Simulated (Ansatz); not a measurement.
## Electronic structure of NH$_{3}$···SO$_{2}$ (SMILES N.O=S=O) in real space

Input file:

```
crystal:
  periodic: [false, false, false]
  atoms:
    - {symbol: N, position_ang: [-0.083739, 0.092055, -0.988453]}
    - {symbol: H, position_ang: [-0.995825, 0.076808, -1.427016]}
    - {symbol: H, position_ang: [0.189942, 1.057176, -0.846279]}
    - {symbol: H, position_ang: [0.588637, -0.346011, -1.605303]}
    - {symbol: O, position_ang: [-1.012359, 0.227718, 1.862050]}
    - {symbol: S, position_ang: [-0.035104, -0.720351, 1.400175]}
    - {symbol: O, position_ang: [1.348548, -0.387495, 1.604826]}
basis:
  gaussian: {orbitals: "def2-TZVPPD.json"}
hamiltonian: {xc: pbe0, dispersion: d4}
output: {orbitals: {seedname: orbitals}}
```

Run with:

```sh
ansatz run in.yaml --threads 4 --pin off --events-out ev --progress --plain --max-ram 9574MiB
```

Geometry: PBE0-D4/def2-TZVP.

All numbers below come from Ansatz 0.2.0, RKS PBE0-D4/def2-TZVPPD.

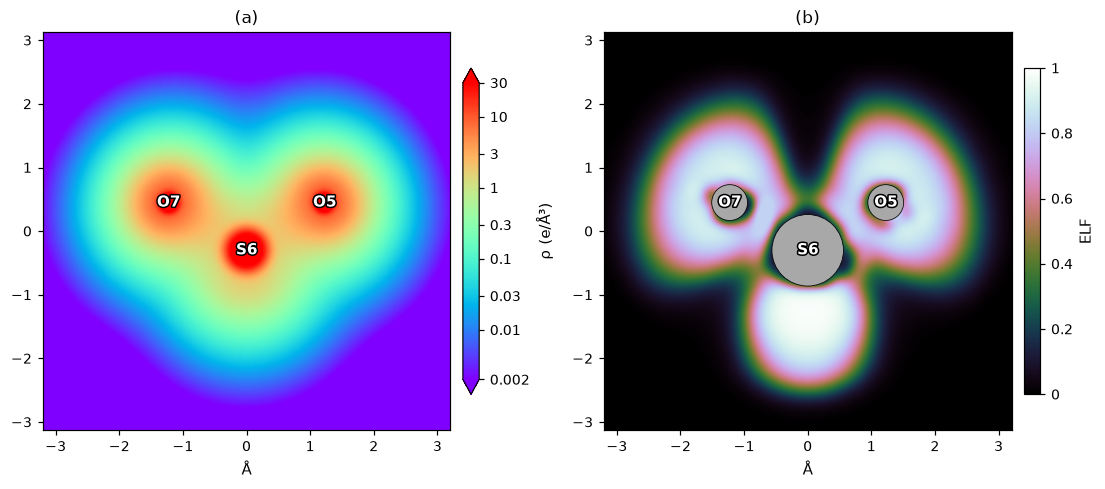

Figure 1. (a) total electron density; (b) electron localisation function on the plane of atoms O5, S6 and O7. Grey discs cover the atomic cores in the ELF map.

Q: Read the bonding off the picture.

A:
- The plane passes through O and S nuclei.
- S–O (1.44 Å): ρ is about 2.4 e/Å³ halfway; the ELF peaks at about 0.80 between the atoms, as expected for a short, strongly polar bond.
- The ELF also peaks beside S6, O7 and O5, away from the bonds: lone-pair regions.

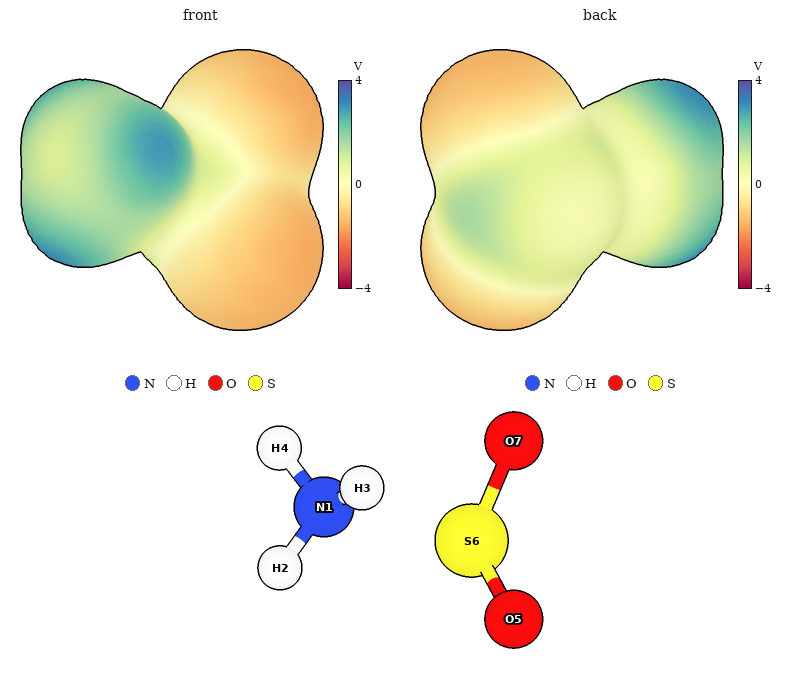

Figure 2. The electrostatic potential painted on the density surface at 0.004 e/bohr³, seen from the front and from behind; red is negative and blue positive. The bare structure is drawn below in the same view.

Q: Which sites attract a positive test charge, and which a negative one?

A: A positive charge is drawn to the negative regions and a negative charge to the positive ones. The most negative region (about −1.5 V) lies over O5 and O7, the most positive (about +3.0 V) over H2 and H4.

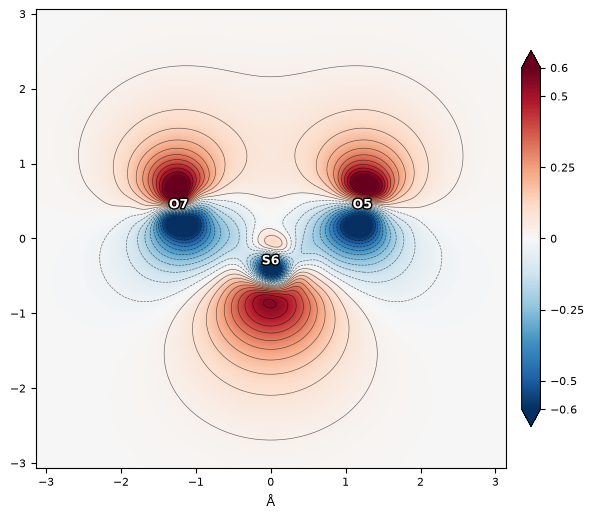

Figure 3. The HOMO on the plane of atoms O5, S6 and O7 (values in Å⁻³ᐟ²; the overall sign is arbitrary).

Q: Where does this orbital lie, and at what energy?

A: It lies mainly on S6 (about 30 %), N1 (about 25 %), O5 (about 20 %) and O7 (about 20 %). Its energy is −8.07 eV.
